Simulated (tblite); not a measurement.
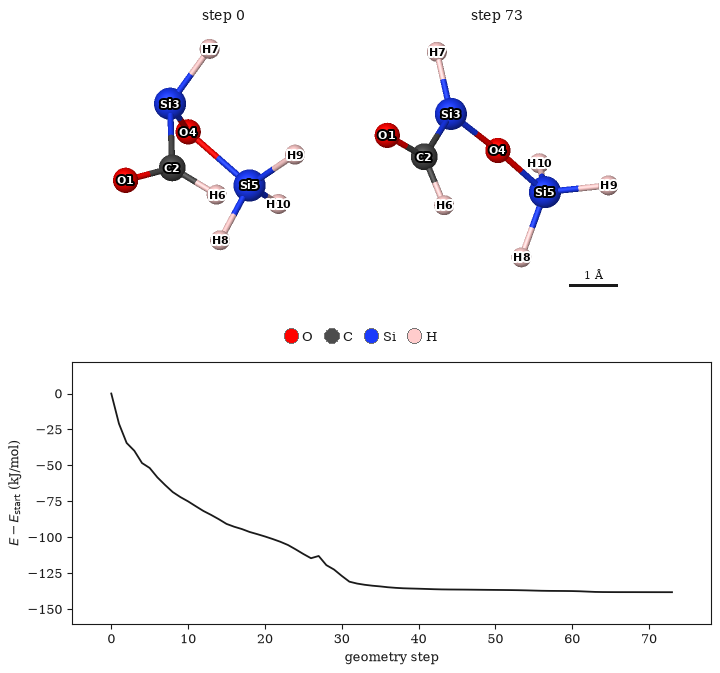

First and last geometry of a relaxation of CH₅O₂Si₂ (multiplicity 2), with the history of the run. A ball-and-stick model, seen from a free direction.

Theory: GFN2-xTB geometry optimisation, gas phase in tblite 0.8.0. 

Read the history and describe the run.

Answer. It converged. After 73 geometry steps the energy has fallen by 138.2 kJ/mol. H9 moves most after the best rigid fit: 1.26 Å. By element the largest moves are H 1.26 Å, O 1.23 Å, C 0.74 Å, Si 0.60 Å. Some distances before and after: Si3–Si5 2.726 → 3.238 Å, Si3–O4 1.719 → 1.609 Å, O4–Si5 1.736 → 1.631 Å, Si3–H7 1.470 → 1.445 Å. Bond angles that change, for instance: Si3–O4–Si5 104.2° → 175.8°, C2–Si3–H7 112.7° → 133.5°, C2–Si3–O4 111.6° → 117.7°.

```tsv
step	E − E(0), kJ/mol
0	0.00
1	-20.95
2	-34.38
3	-39.82
4	-48.35
5	-51.79
6	-58.30
7	-63.60
8	-68.53
9	-72.04
10	-75.03
13	-84.45
17	-94.27
20	-99.43
23	-105.36
27	-113.01
30	-126.83
33	-133.05
37	-135.16
40	-135.78
43	-136.25
46	-136.40
50	-136.62
53	-136.81
56	-137.21
60	-137.42
63	-138.01
66	-138.15
70	-138.18
73	-138.19
```
